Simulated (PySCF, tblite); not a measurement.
# C₆H₅ClOSi: geometry, infrared bands and NMR shifts

What infrared bands and NMR shifts should C₆H₅ClOSi (`C#CC1=CO/C(=C\Cl)[SiH2]1`) show?

Programs: tblite 0.8.0 and PySCF 2.14.0, with density-fitted response routines of our own. Each step states its level of theory. These are calculated values for one molecule in the gas phase, unless marked as measured. Atoms count from 0, in the outputs and in this text.

## Step 1: Starting geometry

14 atoms, charge 0, multiplicity 1; geometry from: force field or distance geometry start.

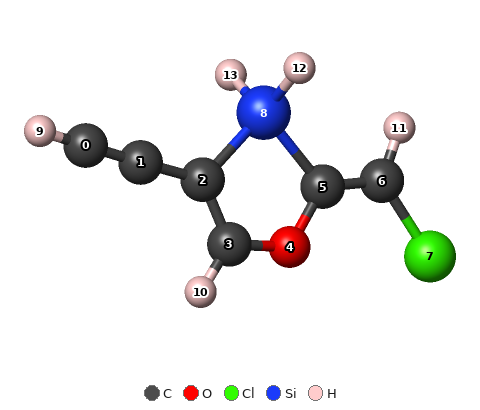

The starting geometry (carbon dark grey, oxygen red, chlorine green, silicon blue, hydrogen pink), atoms numbered.

## Step 2: Relaxing the molecule with GFN2-xTB

What the job is given:

```
{"job": {"kind": "relax", "xc": "GFN2-xTB", "basis": "xTB"}, "charge": 0, "multiplicity": 1}
C      3.660000     0.355900     0.045700
C      2.436900     0.245000    -0.123500
C      1.045500     0.095600    -0.274400
C      0.350600     0.024000    -1.410300
O     -0.972900    -0.114800    -1.295100
C     -1.588100    -0.158000    -0.078500
C     -2.869400    -0.277900     0.191900
Cl    -4.056800    -0.411500    -1.092100
Si    -0.169100    -0.004900     1.141300
H      4.692400     0.478100     0.189900
H      0.890600     0.055500    -2.375900
H     -3.161400    -0.299000     1.228200
H     -0.241700     1.222700     1.910700
H     -0.017200    -1.211000     1.919800
```

On the command line:

```
$ OMP_NUM_THREADS=1 python probes_run.py task.json out
```

This one command runs all jobs of the session in turn.

What it wrote:

```text
step      E/eV     max force
  0    -696.82477    3.661
  1    -696.78829    9.554
  2    -697.12098    1.399
  3    -697.18113    1.044
  4    -697.23726    0.673
  5    -697.26796    0.492
  6    -697.27578    0.249
  7    -697.28352    0.192
  8    -697.28705    0.216
  9    -697.28993    0.133
 10    -697.29206    0.114
 11    -697.29442    0.143
 12    -697.29660    0.137
 13    -697.29838    0.145
 14    -697.29972    0.104
 15    -697.30071    0.074
 16    -697.30129    0.058
 17    -697.30164    0.056
 18    -697.30197    0.052
 19    -697.30241    0.074
 20    -697.30295    0.071
 21    -697.30349    0.063
 22    -697.30401    0.062
 23    -697.30460    0.091
 24    -697.30526    0.103
 25    -697.30591    0.072
 26    -697.30647    0.059
 27    -697.30698    0.054
 28    -697.30745    0.069
 29    -697.30779    0.051
 30    -697.30796    0.029
 31    -697.30805    0.033
 32    -697.30815    0.040
 33    -697.30828    0.038
 34    -697.30840    0.031
 35    -697.30848    0.025
 36    -697.30854    0.025
 37    -697.30863    0.035
 38    -697.30877    0.043
 39    -697.30893    0.036
 40    -697.30905    0.024
 41    -697.30911    0.024
 42    -697.30916    0.026
 43    -697.30921    0.023
 44    -697.30926    0.018
 45    -697.30928    0.011
 46    -697.30930    0.010
 47    -697.30931    0.009
```

Run time: 0.42 s. Hardware: 1 thread of Arm Neoverse V1, shared host; peak memory 0.18 GiB.

The steps of the relaxation: (not every step is listed) (the energy doesn't fall at every step)

| step | energy from step 0 (eV) | largest force (eV/Å) |
| --- | --- | --- |
| 0 | 0.0000 | 3.6608 |
| 1 | 0.0365 | 9.5543 |
| 2 | -0.2962 | 1.3992 |
| 3 | -0.3564 | 1.0437 |
| 4 | -0.4125 | 0.6734 |
| 5 | -0.4432 | 0.4923 |
| 6 | -0.4510 | 0.2495 |
| 7 | -0.4588 | 0.1924 |
| 8 | -0.4623 | 0.2156 |
| 11 | -0.4697 | 0.1432 |
| 14 | -0.4750 | 0.1040 |
| 17 | -0.4769 | 0.0562 |
| 20 | -0.4782 | 0.0711 |
| 23 | -0.4798 | 0.0912 |
| 26 | -0.4817 | 0.0588 |
| 29 | -0.4830 | 0.0514 |
| 32 | -0.4834 | 0.0400 |
| 35 | -0.4837 | 0.0246 |
| 38 | -0.4840 | 0.0428 |
| 41 | -0.4843 | 0.0239 |
| 42 | -0.4844 | 0.0255 |
| 43 | -0.4844 | 0.0233 |
| 44 | -0.4845 | 0.0181 |
| 45 | -0.4845 | 0.0114 |
| 46 | -0.4845 | 0.0103 |
| 47 | -0.4845 | 0.0091 |

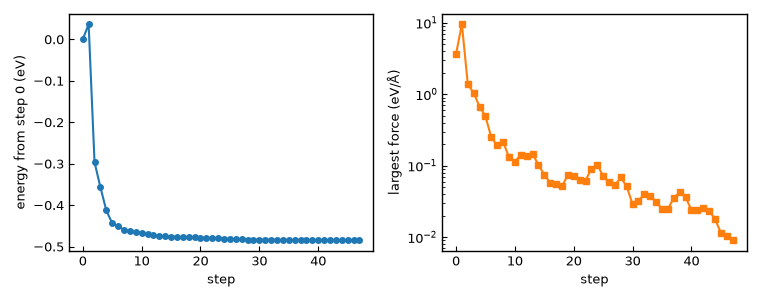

Energy and largest force along the relaxation.

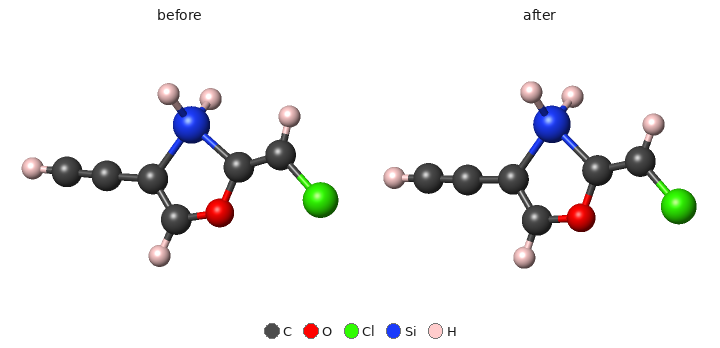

Before and after, at one scale.

Close pairs (by a distance rule), those that changed most:

| bond | before (Å) | after (Å) | change (Å) |
| --- | --- | --- | --- |
| C0–C1 | 1.240 | 1.202 | -0.038 |
| C6–Cl7 | 1.754 | 1.722 | -0.032 |
| C5–Si8 | 1.877 | 1.905 | +0.028 |
| C3–H10 | 1.107 | 1.080 | -0.027 |
| Si8–H13 | 1.444 | 1.463 | +0.019 |
| C2–Si8 | 1.868 | 1.883 | +0.015 |
| C2–C3 | 1.334 | 1.347 | +0.014 |
| C5–C6 | 1.315 | 1.329 | +0.014 |

The final coordinates are the input of the step that follows.

## Step 3: Infrared spectrum with GFN2-xTB

What the job is given:

```
{"job": {"kind": "ir", "xc": "GFN2-xTB", "basis": "xTB"}, "charge": 0, "multiplicity": 1}
C      3.644911     0.361547    -0.041166
C      2.453350     0.241872    -0.141640
C      1.059936     0.103035    -0.190431
C      0.364712     0.021240    -1.341708
O     -0.977267    -0.111378    -1.336535
C     -1.508533    -0.150445    -0.071885
C     -2.818492    -0.277092     0.111187
Cl    -3.963800    -0.401021    -1.169020
Si    -0.145932    -0.002404     1.251459
H      4.686225     0.465659     0.021815
H      0.779041     0.050906    -2.338777
H     -3.245201    -0.309499     1.097853
H     -0.284970     1.213810     2.051608
H     -0.044656    -1.206702     2.075075
```

What it wrote:

```text
mode    cm-1     km/mol
  1      55.5      0.05
  2      91.6      0.35
  3     146.5      0.07
  4     150.0      0.01
  5     192.0      0.25
  6     276.2      1.53
  7     345.9      0.71
  8     396.9      0.07
  9     403.3      0.84
 10     406.0      7.72
 11     458.1     10.12
 12     503.2     89.32
 13     536.8     36.29
 14     597.4     56.42
 15     628.4    154.58
 16     637.7      4.79
 17     654.3      0.38
 18     677.5     10.49
 19     749.4     23.75
 20     750.1     12.05
 21     775.2    134.90
 22     787.3    153.08
 23     830.7      8.45
 24    1053.8     13.03
 25    1159.0    299.31
 26    1185.4    124.49
 27    1208.5    125.30
 28    1244.7      9.78
 29    1580.7    318.11
 30    1629.8     39.16
 31    2248.4     25.94
 32    2266.3    413.72
 33    2279.2    162.91
 34    3082.1     18.58
 35    3110.8      8.99
 36    3400.8      8.38
```

It took 0.62 s on 1 thread of Arm Neoverse V1, shared host; peak memory 0.18 GiB.

Which atoms move in the most intense modes:

```csv
cm⁻¹,km/mol,atoms
628,154.6,"Si8 25 %, H13 25 %, H12 25 %, H9 11 %"
775,134.9,"C6 28 %, H12 24 %, H13 24 %"
787,153.1,"C6 22 %, H13 21 %, H12 21 %, Si8 10 %"
1159,299.3,"O4 41 %, C3 26 %, H11 12 %, H10 10 %"
1208,125.3,"H11 45 %, C2 19 %, H10 12 %, C5 11 %"
1581,318.1,"C3 46 %, C2 46 %"
2266,413.7,"H13 50 %, H12 46 %"
2279,162.9,"H12 51 %, H13 47 %"
```

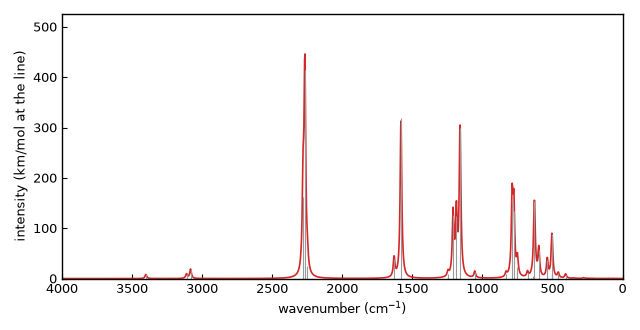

The infrared spectrum from these modes, unscaled. Lines are broadened to a width of 14 cm⁻¹ (Lorentzian).

## Step 4: Nuclear shieldings: PBE0/pcSseg-1

Settings changed since step 3:

```diff
@@ -1,2 +1,2 @@
-{"job": {"kind": "ir", "xc": "GFN2-xTB", "basis": "xTB"}, "charge": 0, "multiplicity": 1}
+{"job": {"kind": "nmr", "xc": "PBE0", "basis": "pcSseg-1"}, "charge": 0, "multiplicity": 1}
 C      3.644911     0.361547    -0.041166
```

Level: GIAO PBE0/pcSseg-1 NMR shielding, non-relativistic, gas phase.

What it wrote:

```text
coarse grid: 13952 points
cycle   1  E = -1055.6225522665  dE =  1.584e+00  |g| = 5.323e-01  |ddm| = 3.973e+00
cycle   2  E = -1055.5967027039  dE =  2.585e-02  |g| = 6.446e-01  |ddm| = 1.245e+00
cycle   3  E = -1055.6840682056  dE = -8.737e-02  |g| = 1.117e-01  |ddm| = 6.883e-01
cycle   4  E = -1055.6864160012  dE = -2.348e-03  |g| = 4.499e-02  |ddm| = 1.220e-01
cycle   5  E = -1055.6868081473  dE = -3.921e-04  |g| = 2.314e-02  |ddm| = 5.131e-02
cycle   6  E = -1055.6869346619  dE = -1.265e-04  |g| = 4.584e-03  |ddm| = 2.286e-02
cycle   7  E = -1055.6869396226  dE = -4.961e-06  |g| = 1.684e-03  |ddm| = 5.553e-03
final grid: 128992 points
cycle   8  E = -1055.7510434736  dE = -2.618e-05  |g| = 1.008e-02  |ddm| = 5.739e-02
cycle   9  E = -1055.7510091427  dE =  3.433e-05  |g| = 1.656e-02  |ddm| = 2.010e-02
cycle  10  E = -1055.7510620669  dE = -5.292e-05  |g| = 2.161e-03  |ddm| = 1.398e-02
cycle  11  E = -1055.7510631384  dE = -1.071e-06  |g| = 5.712e-04  |ddm| = 2.746e-03
cycle  12  E = -1055.7510632170  dE = -7.858e-08  |g| = 1.278e-04  |ddm| = 7.312e-04
cycle  13  E = -1055.7510632212  dE = -4.256e-09  |g| = 3.362e-05  |ddm| = 1.638e-04
cycle  14  E = -1055.7510632214  dE = -1.660e-10  |g| = 2.107e-05  |ddm| = 4.429e-05
converged SCF energy = -1055.7510632214

GIAO shielding tensors (ppm)
atom      isotropic    diamagn.    paramagn.     s11        s22        s33       span
  0 C       96.846     259.332    -162.486     35.867     51.090    203.582    167.715
  1 C      105.407     239.636    -134.230      4.469     10.176    301.576    297.108
  2 C       93.566     269.341    -175.775      6.527    116.499    157.670    151.143
  3 C       12.243     248.460    -236.218   -106.991     56.947     86.771    193.762
  4 O      103.910     394.122    -290.212     29.752     44.161    237.817    208.065
  5 C       28.883     259.831    -230.948    -62.175     53.865     94.960    157.135
  6 C       63.191     251.998    -188.806    -24.490     88.156    125.908    150.399
  7 Cl     743.778    1144.551    -400.773    498.403    829.969    902.961    404.558
  8 Si     399.122     880.782    -481.660    365.137    389.601    442.628     77.491
  9 H       28.919      33.733      -4.814     24.954     25.079     36.725     11.771
 10 H       24.236      29.510      -5.274     21.893     22.949     27.866      5.973
 11 H       25.881      28.864      -2.983     20.378     26.857     30.406     10.028
 12 H       26.691      28.528      -1.837     23.403     24.860     31.811      8.409
 13 H       26.690      28.525      -1.836     23.402     24.855     31.812      8.409
```

Run time: 44 s. Hardware: 1 thread of Arm Neoverse V1, shared host; peak memory 0.84 GiB.

Shifts follow as δ = σ(reference) − σ, with reference shieldings (ppm) from runs at the same level and on the same kind of geometry: 1H TMS 31.72, 13C TMS 186.9, 29Si TMS 349.2, 17O H2O 336.1, 35Cl HCl 950. The references are single molecules in the gas phase, so shifts against H2O, NH3, PH3, H3PO4 or CFCl3 are not on the usual liquid scales and can be off by tens of ppm. Atoms listed in one row are averaged.

| atoms | environment | σ (ppm) | δ (ppm) | δ scaled to CDCl3 |
| --- | --- | --- | --- | --- |
| C3 | alkene carbon bearing oxygen | 12.2 | 174.7 | 168.6 |
| C5 | alkene carbon bearing oxygen | 28.9 | 158.0 | 152.3 |
| C6 | β carbon of an enol-ether or enamine type C=C | 63.2 | 123.7 | 118.8 |
| C2 | β carbon of an enol-ether or enamine type C=C | 93.6 | 93.4 | 89.2 |
| C0 | terminal alkyne carbon | 96.8 | 90.1 | 86.0 |
| C1 | alkyne carbon | 105.4 | 81.5 | 77.6 |
| H10 | hydrogen on an alkene carbon bearing oxygen | 24.24 | 7.48 | 7.16 |
| H11 | hydrogen on a β carbon of an enol-ether or enamine type C=C | 25.88 | 5.84 | 5.61 |
| H12, H13 | hydrogen on a silicon bonded to 2 C, in a 5-membered ring | 26.69 | 5.03 | – |
| H9 | hydrogen on a terminal alkyne carbon | 28.92 | 2.80 | 2.74 |
| O4 | ether oxygen | 103.9 | 232.2 | – |
| Cl7 | chlorine bonded to C | 744 | 206 | – |
| Si8 | silicon bonded to 2 C, 2 H, in a 5-membered ring | 399.1 | -50.0 | – |

The scaled column applies a straight-line fit of computed shieldings to shifts measured in CDCl3, with any fitted terms for Cl, Br or S neighbours (root-mean-square error 0.16 ppm for H, 1.9 ppm for C).

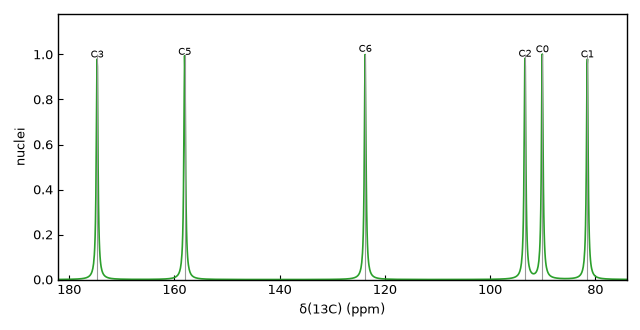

13C lines at the computed shifts, without couplings. Lines are broadened to a width of 0.37 ppm (Lorentzian).

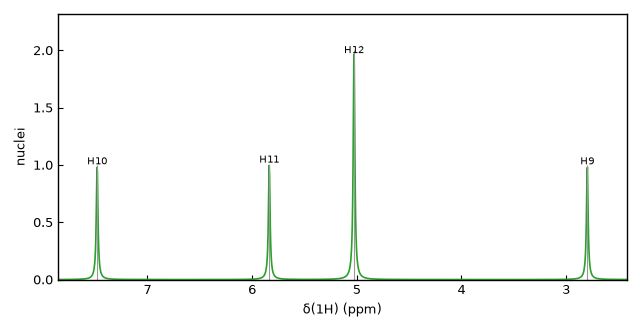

1H lines at the computed shifts, without couplings. Lines are broadened to a width of 0.02 ppm (Lorentzian).

Charges from the same density, by scheme (e):

```
atoms  Mulliken    IAO  Hirshfeld  ESP fit
   C0     -0.41  -0.26      -0.12    -0.42
   C1      0.46  -0.02      -0.06     0.02
   C2     -0.65  -0.37      -0.13    -0.20
   C3      0.28   0.10       0.06    -0.01
   O4     -0.39  -0.26      -0.08    -0.16
   C5     -0.02  -0.09      -0.04     0.07
   C6     -0.17  -0.20      -0.05    -0.31
  Cl7     -0.06  -0.01      -0.03    -0.03
  Si8      0.77   0.76       0.35     0.56
```

Hirshfeld charges:

C0 -0.12; C1 -0.06; C2 -0.13; C3 0.06; O4 -0.08; C5 -0.04; C6 -0.05; Cl7 -0.03; Si8 0.35; H9 0.09; H10 0.07; H11 0.06; H12 -0.06; H13 -0.06

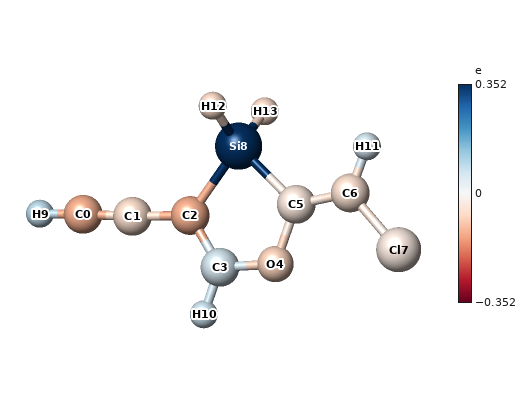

Hirshfeld charges, as colours on the atoms.

Mayer bond orders: C0–C1 2.29, C1–C2 1.09, C2–C3 1.72, C3–O4 1.04, O4–C5 0.95, C5–C6 1.75, C6–Cl7 1.09, C5–Si8 0.83, Si8–C2 0.84.

Ring of atoms C2, C3, O4, C5, Si8: NICS(0) -3.0, NICS(1) -2.9, NICS(1)zz -1.3 ppm (means of both faces).

Orbitals, density, ELF and potential are computed afterwards from the orbital file.

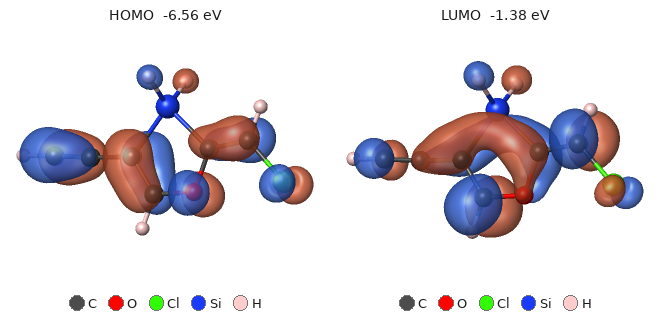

PBE0/pcSseg-1 orbitals near the gap, drawn at the value that encloses 70 % of each; the two colours are the two signs.

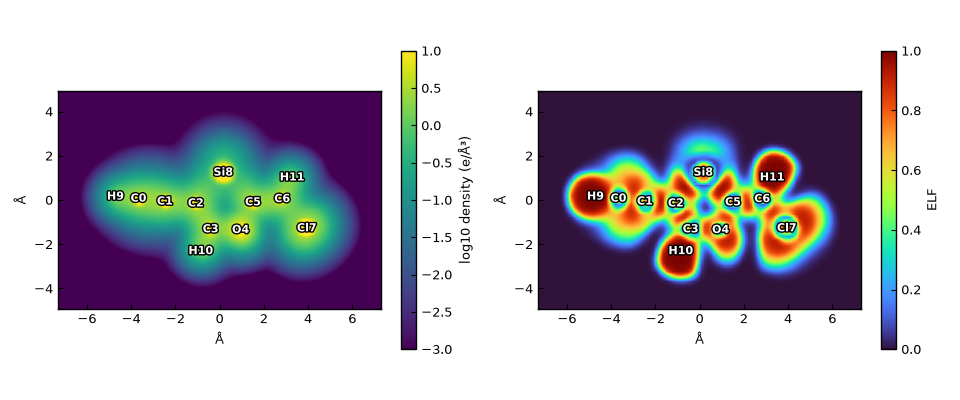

Density (left) and ELF (right) in a plane through or near 12 of the atoms.

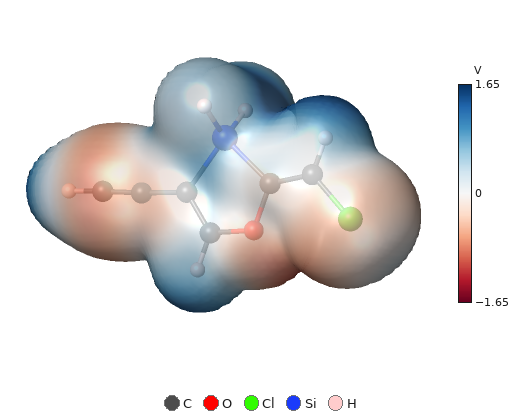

The potential that a unit positive charge feels on the 0.002 e/bohr³ surface, from -0.91 V near O4 to 1.65 V near H11.

## Step 5: Summary of results

| quantity | value |
| --- | --- |
| strongest single infrared mode (GFN2-xTB) | 2266 cm⁻¹, 414 km/mol |
| zero-point energy (GFN2-xTB) | 52.2 kcal/mol |
| 13C shifts against TMS (PBE0/pcSseg-1) | 174.7, 158.0, 123.7, 93.4, 90.1, 81.5 ppm |
| 1H shifts against TMS (PBE0/pcSseg-1, means over atoms taken as alike) | 7.48, 5.84, 5.03, 2.80 ppm |
| 17O shifts against H2O (PBE0/pcSseg-1) | 232.2 ppm |
| 35Cl shifts against HCl (PBE0/pcSseg-1) | 206 ppm |
| 29Si shifts against TMS (PBE0/pcSseg-1) | -50.0 ppm |
| surface potential, least and greatest | -0.91 V and 1.65 V |

What this shows: Relaxing lowered the energy by 0.485 eV in 47 steps; the close pair that moved most is C0–C1, from 1.240 to 1.202 Å. All 36 modes are real, so the xTB geometry is a minimum. The strongest single mode, at 2266 cm⁻¹, moves mainly H13 and H12. GFN2-xTB is a fitted tight-binding method: band positions and strengths are rough. Its intensities can rank the bands wrongly. H10 (hydrogen on an alkene carbon bearing oxygen) lies farthest downfield among hydrogen, at 7.48 ppm; attached to an sp2 carbon and in the plane of the double bond. At PBE0/pcSseg-1: Shielding is most anisotropic at Cl7 (span 405 ppm, paramagnetic term -401 ppm). At PBE0/pcSseg-1, counted by nearest atom on the grid, the HOMO lies on C0, C2 about 18 % each; O4 16 %, the LUMO on C3 23 %; C6 16 %.
